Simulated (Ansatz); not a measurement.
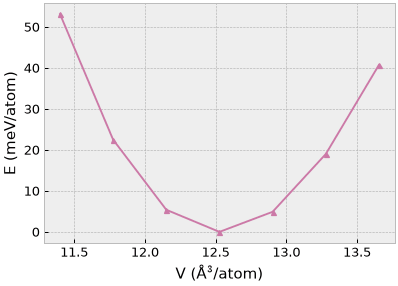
*HfNF in space group Pbcm (No. 57; Hf on 4d, F on 4d, N on 4c) under volume change, the program Ansatz at the r²SCAN level (PAW), shape and atoms relaxed at each volume.*

### Question
What does a third-order Birch–Murnaghan fit give for V₀, B₀ and B′?

### Answer
V₀ = 12.52 Å³/atom, B₀ = 144 GPa, B′ = 4.0.

The start of the workflow was typed in or built on a structure type; neither database checked (COD, Materials Project) lists it. Its standing as an ambient phase is unchecked. The r²SCAN relaxation kept the symmetry of its start; its stability against distortions is not shown here. The run is not spin-polarised. Spin–orbit coupling is left out wherever it is not named.

Potentials: the earlier of the program's two PAW sets.
